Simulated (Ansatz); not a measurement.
## A computed series for hypothetical rock salt WGe: pressure series

Consider WGe in the rock salt structure (space group Fm-3m, No. 225; a hypothetical phase, not in the database extracts checked).

WGe has the cubic space group Fm-3m (No. 225), the rock salt structure, Pearson symbol cF8. Cell: a = 5.1562 Å, b = 5.1562 Å, c = 5.1562 Å, α = 90.00°, β = 90.00°, γ = 90.00°. Ge on 4a sees 6 W at 2.578 Å (octahedral). W on 4b is surrounded by 6 Ge at 2.578 Å (octahedral). (Neighbours: up to the widest gap in distance over summed covalent radii, below 1.35, at either atom; cation-cation and far metal-metal contacts left out.)
(The calculation used a cell of 2 atoms; values per cell refer to that cell.)

Cell and atoms are relaxed at each pressure.

All numbers come from PBE (Ansatz, an electronic-structure program), no SOC, earlier PAW set.

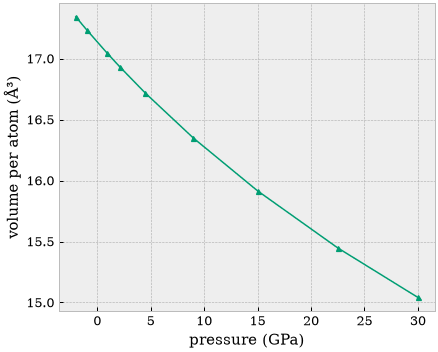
Figure. Volume against pressure

Question: Estimate the zero-pressure bulk modulus from the plot.

Answer: About 170 GPa; a third-order Birch–Murnaghan fit to the points gives V₀ = 17.14 Å³/atom, B₀ = 172 GPa and B₀′ = 4.4.

Load acts through the strain it causes; cell and atoms are relaxed under it. No phonon test of stability was made. No other phases were tried under pressure. The final runs are not spin-polarised. WGe has a high density of states at the Fermi level and may be magnetic at this level.
